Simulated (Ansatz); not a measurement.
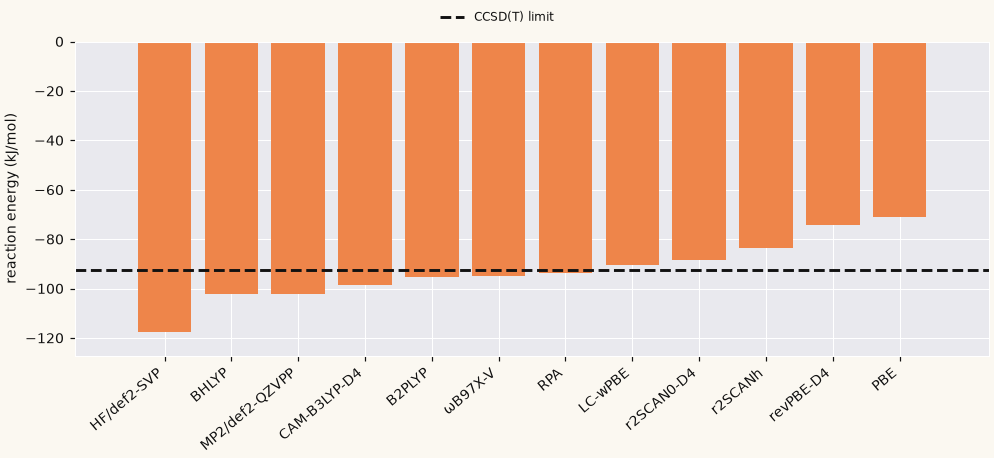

Electronic reaction energy of B₂SiH₄O (B[SiH]1BO1) + BSiNH₄ (B1N[SiH2]1) → B₂SiNH₅ (BN1B[SiH2]1) + BSiH₃O (B1O[SiH2]1) (SMILES in brackets) at several levels (functionals in def2-TZVPP unless a basis is named), isolated molecules at PBE0-D4 triple-zeta geometries, minima by their frequencies, no zero-point or thermal terms, the Ansatz code 0.2.0. The line is frozen-core CCSD(T) at the basis limit (MP2 extrapolated from triple and quadruple zeta, plus CCSD(T) less MP2 in a smaller set). B2PLYP and RPA hold a correlation term that converges slowly with the basis, so part of the distance to the limit is basis error. No dispersion term is added to BHLYP, B2PLYP, LC-wPBE, r2SCANh and PBE. The distance of HF/def2-SVP and MP2/def2-QZVPP to the limit includes basis error.

**What range do the values span, the line included?**

From −117.7 kJ/mol (HF/def2-SVP) to −71.0 kJ/mol (PBE).

**What do zero-point energy and temperature add?**

Zero-point change −3.5 kJ/mol; at 298.15 K and 1 bar the CCSD(T) limit plus thermal terms gives an enthalpy of reaction of −96.2 and a free energy of −95.8 kJ/mol (harmonic PBE0-D4 modes, ideal gas).
